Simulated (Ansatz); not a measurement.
A series of calculations on Si$_{2}$H$_{6}$ and related structures

### Relaxation

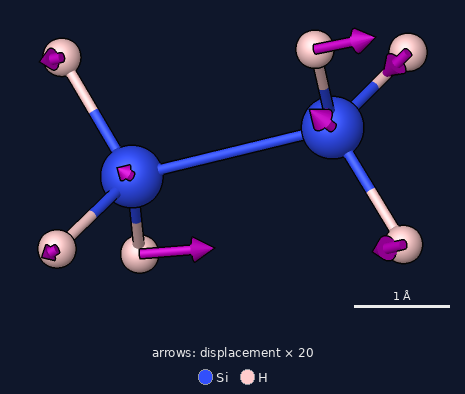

This is a relaxation of Si2H6. The starting structure is drawn; purple arrows show the displacements, magnified 20 times. The two geometries are superimposed by the best rigid fit.

A ball-and-stick model, seen at a tilt.

It is one of the separated reactants of a reaction.

These are results of RKS PBE0-D4/def2-TZVP (Ansatz), not measurements. Set-up: force threshold 0.005 eV/Å; at most 200 steps.

> Which element moves most?

Hydrogen: up to 0.041 Å, against 0.020 Å for silicon.

> Describe the change and its energy.

An H atom moves most after the best rigid fit: 0.041 Å. By element the largest moves are H 0.041 Å, Si 0.020 Å. Over 2 geometry steps the energy falls by 0.27 kJ/mol. Largest force component: 0.14 eV/Å at the start, 0.002 eV/Å at the end.

### Relaxation

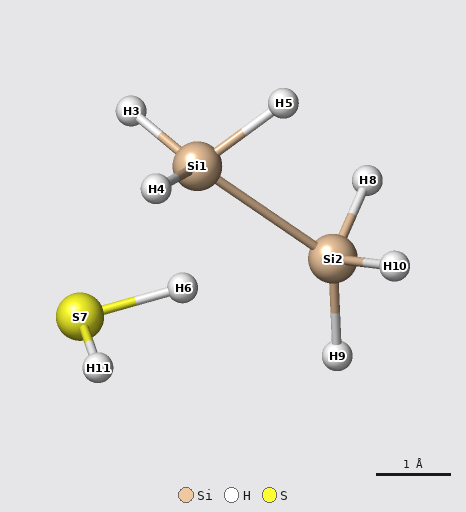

Si$_{2}$H$_{8}$S (started from a transition state, displaced along its imaginary mode), before the relaxation. The picture is a ball-and-stick view, seen at a tilt.

All numbers below come from Ansatz 0.2.0, RKS PBE0-D4/def2-TZVP.

Input file:
```yaml
crystal:
  periodic: [false, false, false]
  atoms:
    - {symbol: Si, position_ang: [-1.117071, -0.243675, 0.197950]}
    - {symbol: Si, position_ang: [0.687002, 1.050860, -0.812087]}
    - {symbol: H, position_ang: [-1.660728, -1.396135, -0.587418]}
    - {symbol: H, position_ang: [-1.374694, -0.272809, 1.676273]}
    - {symbol: H, position_ang: [-1.796836, 0.964614, -0.288286]}
    - {symbol: H, position_ang: [0.659182, -0.802771, 0.146886]}
    - {symbol: S, position_ang: [0.762123, -2.081970, 0.820016]}
    - {symbol: H, position_ang: [0.082461, 1.181973, -2.160944]}
    - {symbol: H, position_ang: [2.159928, 0.787683, -0.972766]}
    - {symbol: H, position_ang: [0.521695, 2.277041, 0.006675]}
    - {symbol: H, position_ang: [1.076939, -1.464708, 1.973501]}
basis:
  gaussian: {orbitals: def2-TZVP}
hamiltonian: {xc: pbe0, dispersion: d4}
relax: {f_tol: 0.005, max_steps: 200}
```

Where does the relaxation end?

Answer. Over 28 accepted moves (32 points after the start) the energy falls by 33.5 kcal/mol. The largest force component goes from 1.1 to 0.0034 eV/Å. The line search rejected the trial steps at points 12, 14, 25, 27 of the run. The forces were under the threshold at step 18, but the run went on from there. H6 moves most after the best rigid fit: 1.94 Å. By element the largest moves are H 1.94 Å, Si 0.65 Å, S 0.52 Å. Among the contacts that change: Si1–H6 1.863 → 4.298 Å, Si2–H6 2.087 → 3.982 Å, Si1–S7 2.701 → 3.842 Å, H6–S7 1.449 → 1.341 Å. Among the angles between lasting bonds that change: Si2–Si1–H5 76.6° → 108.1°, Si1–Si2–H9 132.5° → 112.1°, Si1–Si2–H8 97.0° → 110.1°.

Final geometry:

```xyz
11

Si   -1.5154    0.2248   -0.0077
Si    0.3936    1.2857   -0.8450
H    -1.7421   -1.0817   -0.6762
H    -1.4133    0.0241    1.4614
H    -2.6893    1.1025   -0.2763
H     2.0562   -2.1461    0.3009
S     1.0225   -2.4365    1.1051
H     0.2528    1.5079   -2.3099
H     1.6257    0.4865   -0.6105
H     0.5661    2.6098   -0.1868
H     1.4432   -1.5770    2.0450
```

After the run, drawn alike:

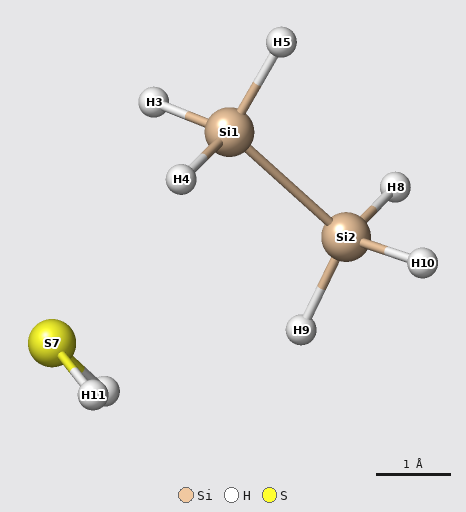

### Reaction

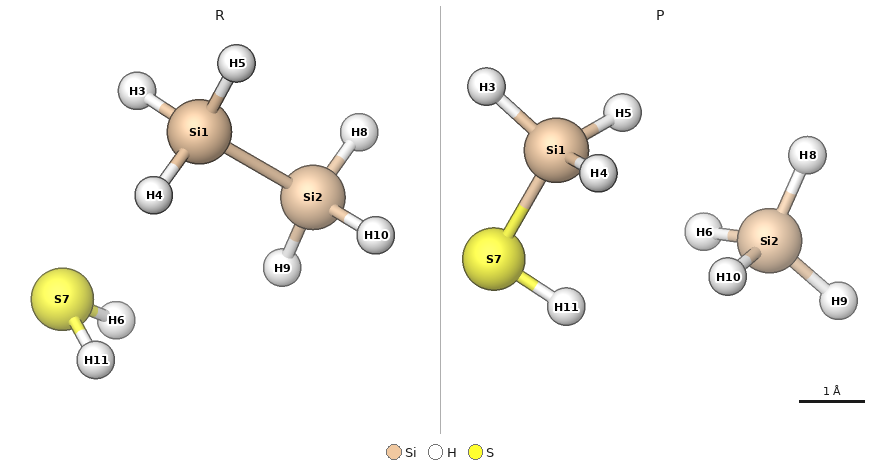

Reactant (R) and product (P) of one elementary step of Si2H8S. The picture is a ball-and-stick view, seen at a tilt.

Stationary points at PBE0-D4/def2-TZVP, single-point energies with CCSD(T)/CBS, BLYP-D4, B2PLYP, PBE-D4 (def2-TZVPP where no basis is named; Ansatz 0.2.0). The energies are electronic, without zero-point or thermal terms, and both ends are the minima reached downhill from the saddle, with any fragments still in contact. CCSD(T)/CBS stands for a frozen-core estimate: MP2 correlation extrapolated from def2-TZVPP and def2-QZVPP, CCSD(T) minus MP2 from the smaller set.

R:
```xyz
11

Si   -1.5172    0.2125   -0.0020
Si    0.3804    1.2922   -0.8410
H    -1.7353   -1.0931   -0.6751
H    -1.4088    0.0068    1.4659
H    -2.6991    1.0817   -0.2634
H     2.0745   -2.1305    0.2857
S     1.0458   -2.4325    1.0920
H     0.2332    1.5192   -2.3046
H     1.6197    0.5022   -0.6137
H     0.5442    2.6150   -0.1780
H     1.4625   -1.5734    2.0340
```

P:
```xyz
11

Si   -1.6180   -0.9208    0.6601
Si    1.3590    1.2360   -0.9996
H    -2.7975   -1.8180    0.6188
H    -1.8989    0.2529    1.5245
H    -1.3096   -0.4390   -0.7116
H     1.5935   -0.1609   -1.4425
S    -0.0390   -2.1233    1.4479
H     0.2859    1.8544   -1.8161
H     2.6107    2.0227   -1.1354
H     0.9453    1.2291    0.4294
H     0.8687   -1.1328    1.4244
```

Predict the saddle point between them and the barrier.

Answer. Counted by bonded pieces, R holds H₂S + Si₂H₆ and P holds SiH₄ + SiH₄S. From R over the saddle to P, bonds form: Si1–S7 (3.84 → 2.53 → 2.14 Å), Si2–H6 (3.98 → 1.80 → 1.48 Å). Bonds break: Si1–Si2 (2.34 → 2.57 → 4.03 Å), H6–S7 (1.34 → 1.80 → 3.86 Å). The saddle has one imaginary mode, 1089i cm⁻¹. With CCSD(T)/CBS the barrier is 51.8 kcal/mol from R and 64.4 kcal/mol from P, and P lies 12.6 kcal/mol below R.

```csv
level,barrier from R (kcal/mol),barrier from P (kcal/mol),P less R (kcal/mol)
CCSD(T)/CBS,51.8,64.4,−12.6
BLYP-D4,45.9,57.5,−11.6
B2PLYP,52.4,65.2,−12.8
PBE-D4,40.9,50.8,−9.9
```

Against CCSD(T)/CBS, B2PLYP comes closest on the barrier from R (+0.6 kcal/mol) and PBE-D4 misses most (−11.0 kcal/mol).

Saddle geometry:

```xyz
11

Si   -1.0853   -0.3832    0.2709
Si    0.7356    1.0547   -0.8270
H    -1.6915   -1.4148   -0.5973
H    -1.4153   -0.2727    1.7092
H    -1.6842    0.9045   -0.2720
H     0.6147   -0.5385    0.0121
S     0.6598   -2.1168    0.8666
H     0.0804    1.1637   -2.1515
H     2.1959    0.8122   -0.9932
H     0.5196    2.2553    0.0157
H     1.0703   -1.4642    1.9663
```

The saddle point in the same view, with dashed sticks for the bonds that form or break:

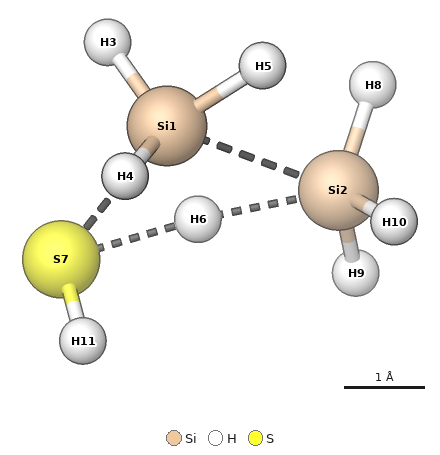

Limits of the set-up: the start holds two separate molecules, 2.8 Å apart at their closest, whose relative position is a soft coordinate.
